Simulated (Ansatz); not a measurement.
**FH9Si4···HCl···HF: density, localisation and related maps**

```csv
atom,x (Å),y (Å),z (Å)
Si,-0.4651,-0.1462,-0.1407
Si,-0.2657,-0.1729,2.1937
Si,1.3853,-1.1208,-1.2206
Si,-2.4281,-1.2499,-0.7911
F,-0.6111,1.4180,-0.6363
H,0.2574,3.0372,-0.5169
Cl,1.1544,3.9427,-0.2907
H,2.3373,2.1894,0.1815
F,2.5794,1.2988,0.3254
H,-1.5362,0.2629,2.8344
H,0.0042,-1.5849,2.5802
H,0.8454,0.6945,2.6584
H,0.9111,-2.3566,-1.9057
H,2.4490,-1.4957,-0.2579
H,1.9054,-0.1806,-2.2458
H,-2.5660,-1.2660,-2.2720
H,-2.3212,-2.6517,-0.3011
H,-3.6353,-0.6181,-0.1947
```

The reactant side of a reaction path; geometry: PBE0-D4/def2-TZVP; a saddle point, not a minimum.

These are results of RKS PBE0-D4/def2-TZVPP (Ansatz 0.2.0), not measurements.

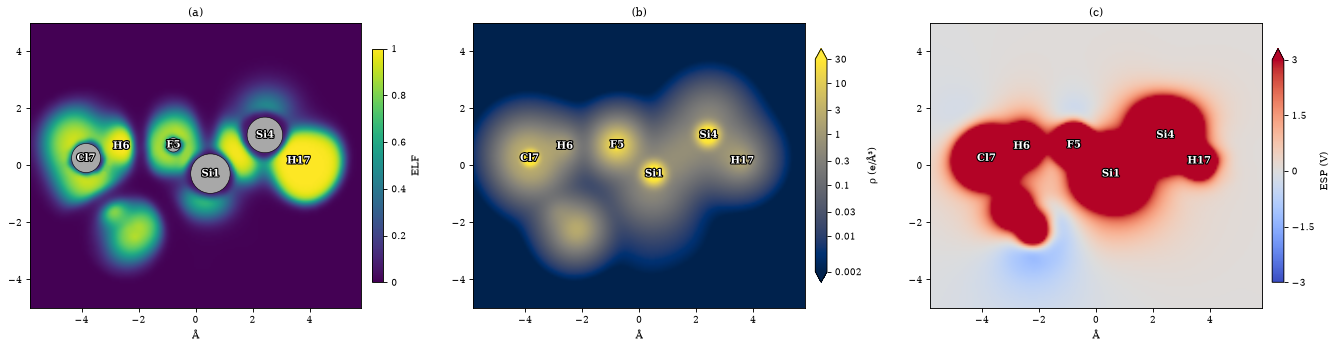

Figure 1. (a) ELF; (b) electron density; (c) electrostatic potential on the plane of atoms Si4, Si1 and F5. Grey discs cover the atomic cores in the ELF map.

Q: What do the fields say about this system?

A:
- The plane passes through Si, F, H and Cl nuclei.
- F5···H6 (1.84 Å): the density falls to about 0.19 e/Å³ on the way; the ELF dips to about 0.10 between them.
- Si–F (1.65 Å): ρ at the midpoint is about 1 e/Å³; the ELF peaks at about 0.85 in the valence shell of F, 0.6 Å from its nucleus, and is about 0.45 at the midpoint.
- Si–Si (2.34 Å): ρ is about 0.64 e/Å³ halfway; the ELF peaks at about 1 between the atoms; localised, covalent bonding.
- Cl–H (1.29 Å): the density is about 2 e/Å³ at the midpoint; the ELF climbs to about 1 towards the hydrogen, as it does in any bond to H: an ordinary covalent bond to hydrogen.
- Si–H (1.49 Å): the density is about 0.8 e/Å³ at the midpoint; the ELF climbs to about 1 towards the hydrogen.
- The ELF also peaks beside F9, Cl7 and F5, away from the bonds: lone-pair regions.
- Outside the dense part of the complex the potential is most negative (−1.2 V) near F9, which lies off the plane.

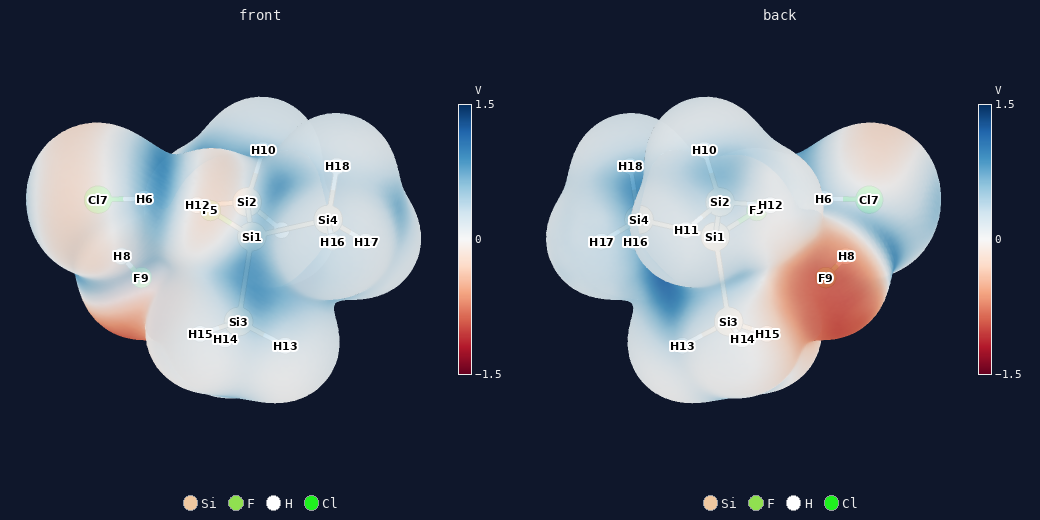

Figure 2. The electrostatic potential painted on the density surface at 0.001 e/bohr³, seen from the front and from behind; the colour scale runs from red (negative) to blue (positive).

Q: Which sites attract a positive test charge, and which a negative one?

A: A positive charge is drawn to the negative regions and a negative charge to the positive ones. The most negative region (about −0.9 V) lies over F9, the most positive (about +1.0 V) over Si1 and Si3. Cl7 shows a σ-hole: about +0.5 V at the tip opposite its bond, against about 0.0 V on its flanks.

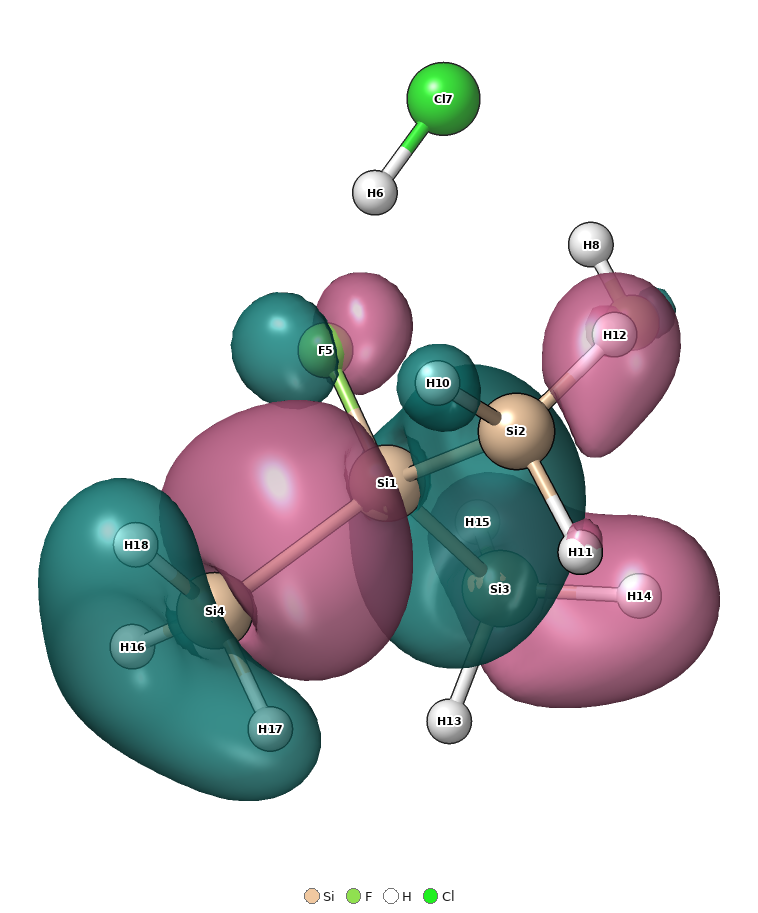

Figure 3. One frontier orbital at ±0.06 Å⁻³ᐟ² (teal and pink are the two phases), seen at an oblique angle.

Q: Which orbital is it: HOMO or LUMO?

A: The HOMO, at −7.93 eV. It lies mainly on Si1 (about 30 %), Si4 (about 25 %) and Si3 (about 15 %).

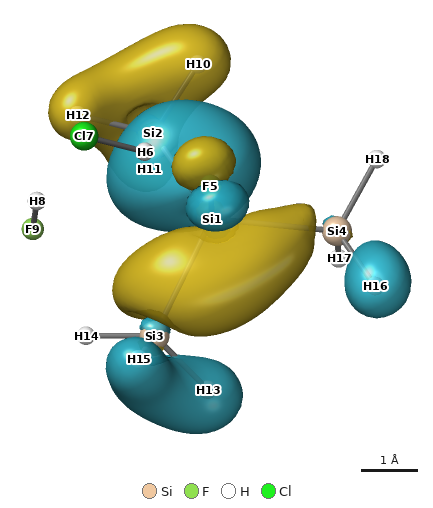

Figure 4. The HOMO−1 at ±0.08 Å⁻³ᐟ² (yellow and cyan are the two phases), seen at a tilt.

Q: What is the character of this orbital?

A: It lies mainly on Si1 (about 30 %), Si2 (about 25 %) and Si3 (about 15 %). Its energy is −7.97 eV.
